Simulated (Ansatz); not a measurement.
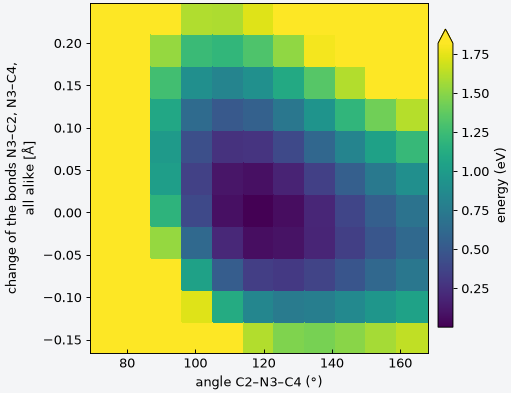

Energy landscape of C2H5BFN, SMILES BCN=CF. First axis: angle C2–N3–C4. Second axis: change of the bonds N3–C2, N3–C4, all alike. Nothing is relaxed (all other coordinates rigid). Grid: 11 × 11 points. Points are written as (first, second). Energies: eV, counted from the relaxed molecule at the same level. Theory: RKS PBE-D4/def2-TZVP (Ansatz 0.2.0).

In the figure: one coloured cell a grid point, one colour for all values above the top of the scale. 

Q: Summarise what can be read from the map.

A: The lowest grid point is at (118.6°, 0.003 Å), 0.0005 eV from the relaxed molecule at the same level. It is the only kind of minimum in the scanned range. The highest grid point, (73.6°, −0.148 Å), lies 12.59 eV above the lowest. Round the minimum the valley is somewhat tilted: raising angle C2–N3–C4 shifts the best value of the second coordinate downwards (coupling k₁₂/√(k₁₁k₂₂) about 0.3).

The input of one point:

```yaml
crystal:
  periodic: [false, false, false]
  atoms:
    - { symbol: B, position_ang: [-1.420025, 0.688383, -0.690251] }
    - { symbol: C, position_ang: [-0.174787, -0.240588, -0.582051] }
    - { symbol: "N", position_ang: [0.988927, 0.304119, 0.094796] }
    - { symbol: C, position_ang: [1.401669, -0.265476, 1.131845] }
    - { symbol: F, position_ang: [2.464875, 0.226113, 1.805161] }
    - { symbol: H, position_ang: [-1.405176, 1.825773, -0.309065] }
    - { symbol: H, position_ang: [-2.407185, 0.233512, -1.205688] }
    - { symbol: H, position_ang: [0.089239, -0.414738, -1.65008] }
    - { symbol: H, position_ang: [-0.479484, -1.248449, -0.220914] }
    - { symbol: H, position_ang: [1.013942, -1.170148, 1.627909] }
basis:
  gaussian: { orbitals: def2-TZVP }
hamiltonian:
  xc: pbe
  dispersion: d4
output:
  forces: true
```

Time for the 121 points that were run: 9 min on 1 thread of Intel(R) Xeon(R) Platinum 8488C (Sapphire Rapids), with other jobs on the host.
